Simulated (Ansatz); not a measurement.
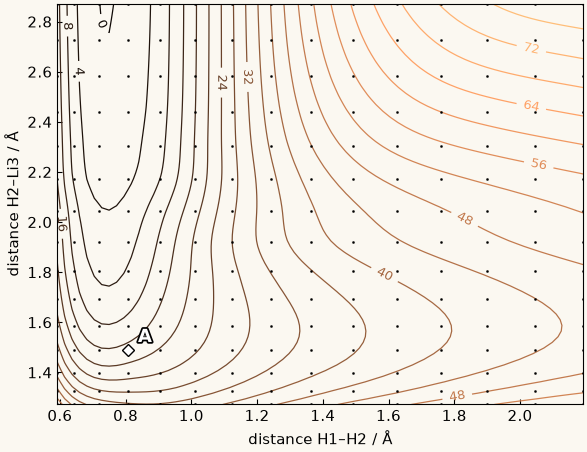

The system H + HLi, spin multiplicity 2. The first coordinate is: distance H1–H2; the second: distance H2–Li3. Nothing is relaxed (the angle H1–H2–Li3 is fixed at 90 degrees). The grid has 15 × 15 points. Points are written as (first, second). All energies are given in kcal/mol relative to the lowest grid point. Theory: UKS B3LYP-D4/aug-cc-pVTZ (Ansatz).

The picture shows contour lines labelled in kcal/mol, dots at the grid points, the point A. Between grid points the surface is interpolated.

Which way does the force act at A, and how strong is it?

A, at (0.808 Å, 1.488 Å), is not a stationary point. The computed force is 27 kcal/mol for each Å towards smaller values of distance H1–H2 and 47 kcal/mol for each Å towards larger values of distance H2–Li3.
